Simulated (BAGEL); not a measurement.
# UHF/cc-pVTZ (density fitting with cc-pvqz-jkfit) run of BN (boron nitride)

Aim: the energy change on altering one bond length of BN (boron nitride) at UHF/cc-pVTZ (density fitting with cc-pvqz-jkfit), from 2 runs. 

The results are computed with BAGEL 1.2.2.

2 further runs of the same task are left out: 2 set aside as unsound or not needed.

## Step 1: Starting point

BN: 2 atoms, total charge 0, spin state triplet. SMILES: `B#N`. Geometry: relaxed at PBE0-D4/def2-TZVP.

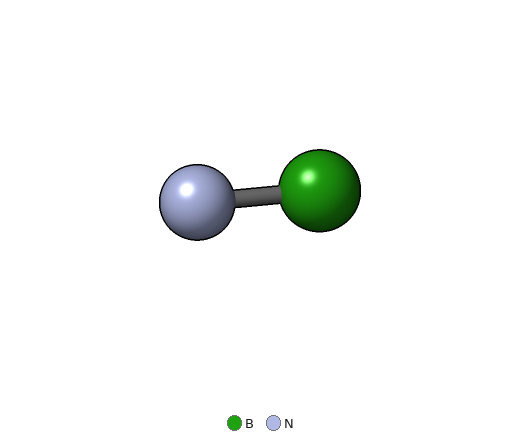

The structure, seen from a chosen angle (boron green, nitrogen light blue).

## Step 2: The energy at UHF/cc-pVTZ (density fitting with cc-pvqz-jkfit)

File calc.json:

```json
{ "bagel": [

{
  "title": "molecule",
  "basis": "cc-pvtz.json",
  "df_basis": "cc-pvqz-jkfit",
  "angstrom": true,
  "geometry": [
    { "atom": "B", "xyz": [       0.000000,       0.000000,      -0.023520 ] },
    { "atom": "N", "xyz": [       0.000000,       0.000000,       1.291950 ] }
  ]
},

{ "title": "uhf", "nopen": 2 },

{ "title": "print", "file": "orbitals.molden", "orbitals": true }

]}
```

The basis set cc-pVTZ is read from a file made from the Basis Set Exchange's data (not shown).

Launch:

```bash
$ BAGEL_NUM_THREADS=1 BAGEL calc.json > calc.out
```

The program printed:

```text
* using 1 threads per process

  ===============================================================
  ===============================================================

  *** Geometry ***

  { "atom" : "B", "xyz" : [      0.000000,      0.000000,     -0.044446 ] },
  { "atom" : "N", "xyz" : [      0.000000,      0.000000,      2.441432 ] },

  Number of auxiliary basis functions:      212

  Since a DF basis is specified, we compute 2- and 3-index integrals:
    o Being stored without compression. Storage requirement is 0.006 GB

  Number of basis functions:       60
  Number of electrons      :       12

    * METHOD: MOLECULE                             0.03

  *** Open-shell HF ***

  === Nuclear Repulsion ===
    14.0795323143

      * DIIS with orbital gradients will be used.

  === UHF iteration (cc-pvtz.json) ===
      0        -78.91387852          0.03956180           0.01
      1        -78.96065924          0.03068996           0.01
      2        -78.98508277          0.02322556           0.01
      3        -79.00824870          0.00372950           0.01
      4        -79.01215633          0.00221268           0.01
      5        -79.01420109          0.00093477           0.01
      6        -79.01451689          0.00039065           0.01
      7        -79.01474088          0.00022149           0.01
      8        -79.01488366          0.00013606           0.01
      9        -79.01506983          0.00007886           0.01
     10        -79.01512883          0.00005063           0.01
     11        -79.01516774          0.00003899           0.01
     12        -79.01522797          0.00003501           0.01
     13        -79.01525551          0.00002407           0.01
     14        -79.01525806          0.00000742           0.01
     15        -79.01525821          0.00000441           0.01
     16        -79.01525821          0.00000289           0.01
     17        -79.01525815          0.00000177           0.01
     18        -79.01525821          0.00000064           0.01
     19        -79.01525822          0.00000022           0.01
     20        -79.01525822          0.00000005           0.01
     21        -79.01525822          0.00000002           0.01
     22        -79.01525822          0.00000001           0.01
    * SCF iteration converged.

    * S^2 (UHF) is 2.0462

    * Permanent dipole moment:
           (    0.000000,     0.000000,     1.063129) a.u.

    * METHOD: UHF                                  0.29

    * METHOD: PRINT                                0.01

  ===============================================================
```

Wall time 0.5 s (1 thread of Arm Neoverse V2, shared host).

## Step 3: The distorted shape at the same level

File job.json:

```json
{ "bagel": [

{
  "title": "molecule",
  "basis": "cc-pvtz.json",
  "df_basis": "cc-pvqz-jkfit",
  "angstrom": true,
  "geometry": [
    { "atom": "B", "xyz": [       0.000000,       0.000000,      -1.602050 ] },
    { "atom": "N", "xyz": [       0.000000,       0.000000,       1.291950 ] }
  ]
},

{ "title": "uhf", "nopen": 2 },

{ "title": "print", "file": "orbitals.molden", "orbitals": true }

]}
```

The basis set cc-pVTZ is read from a file made from the Basis Set Exchange's data (not shown).

Launch:

```bash
$ BAGEL_NUM_THREADS=1 BAGEL job.json > job.out
```

The program printed:

```text
* using 1 threads per process

  ===============================================================
  ===============================================================

  *** Geometry ***

  { "atom" : "B", "xyz" : [      0.000000,      0.000000,     -3.027436 ] },
  { "atom" : "N", "xyz" : [      0.000000,      0.000000,      2.441432 ] },

  Number of auxiliary basis functions:      212

  Since a DF basis is specified, we compute 2- and 3-index integrals:
    o Being stored without compression. Storage requirement is 0.006 GB

  Number of basis functions:       60
  Number of electrons      :       12

    * METHOD: MOLECULE                             0.03

  *** Open-shell HF ***

  === Nuclear Repulsion ===
     6.3998626031

      * DIIS with orbital gradients will be used.

  === UHF iteration (cc-pvtz.json) ===
      0        -78.69706873          0.02845132           0.01
      1        -78.70457001          0.03885207           0.01
      2        -78.76651817          0.02566772           0.01
      3        -78.84327319          0.00331037           0.01
      4        -78.87567569          0.00268070           0.01
      5        -78.90167271          0.00287334           0.01
      6        -78.92639021          0.00179271           0.01
      7        -78.92993945          0.00056577           0.01
      8        -78.92904489          0.00088591           0.01
      9        -78.92985316          0.00045958           0.01
     10        -78.93009958          0.00016273           0.01
     11        -78.93012869          0.00001352           0.01
     12        -78.93012881          0.00000436           0.01
     13        -78.93012883          0.00000202           0.01
     14        -78.93012883          0.00000072           0.01
     15        -78.93012883          0.00000035           0.01
     16        -78.93012883          0.00000007           0.01
     17        -78.93012883          0.00000002           0.01
     18        -78.93012883          0.00000000           0.01
    * SCF iteration converged.

    * S^2 (UHF) is 2.9572

    * Permanent dipole moment:
           (   -0.000000,    -0.000000,     0.062883) a.u.

    * METHOD: UHF                                  0.24

    * METHOD: PRINT                                0.01

  ===============================================================
```

Wall time 0.44 s (1 thread of Arm Neoverse V2, shared host).

## Step 4: Summary of results

Level: UHF/cc-pVTZ (density fitting with cc-pvqz-jkfit).

| quantity | value |
| --- | --- |
| first shape: total energy | -79.01526 Eh |
| first shape: dipole moment | 2.70 D |
| first shape: ⟨S²⟩ | 2.046 |
| distorted shape: total energy | -78.93013 Eh |
| distorted shape: dipole moment | 0.16 D |
| distorted shape: ⟨S²⟩ | 2.957 |
| energy change with the B1–N2 bond stretched from 1.315 to 2.894 Å | 2.316 eV |

In words: With the B1–N2 bond stretched from 1.315 to 2.894 Å the energy rises by 2.32 eV (53 kcal/mol). The first shape isn't relaxed at this level, so the change isn't measured from a minimum. ⟨S²⟩ (distorted shape) is 2.96 where a pure triplet has 2.00: the reference is spin-contaminated.
